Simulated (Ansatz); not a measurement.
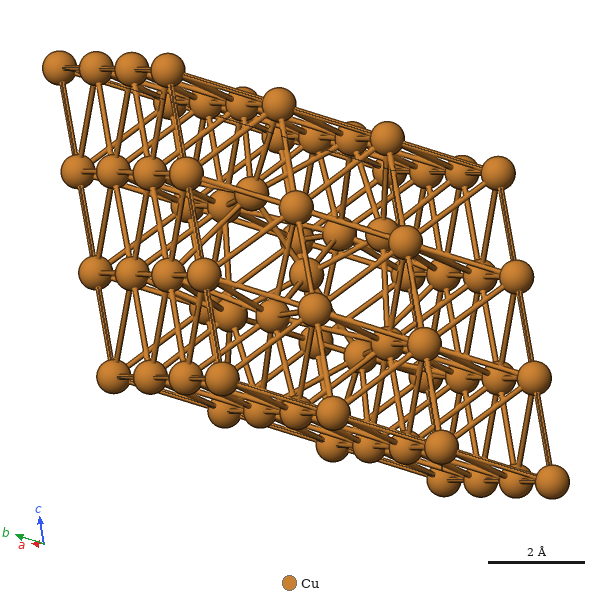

An orthographic ball-and-stick view of the structure, from a general direction. The supercell is outlined; an atom on or near a face, edge or corner is repeated at each equivalent position. The host is Cu, in a cell of 27 sites, and the cell is neutral.

### What kind of defect was put in?

An interstitial copper atom. It is bonded to six Cu in an octahedral arrangement at about 2.1 Å.

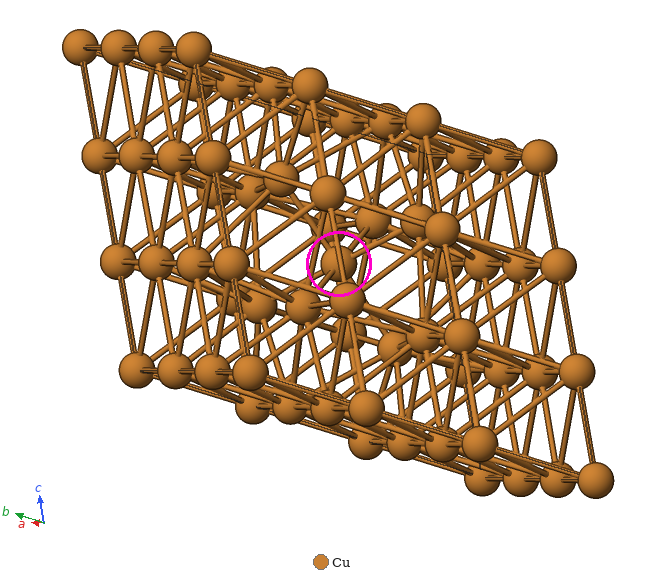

The same cell with a ring at the defect's site.

The atoms were relaxed in the host's cell with DFT LDA, scalar-relativistic, plane waves, PAW (Ansatz).
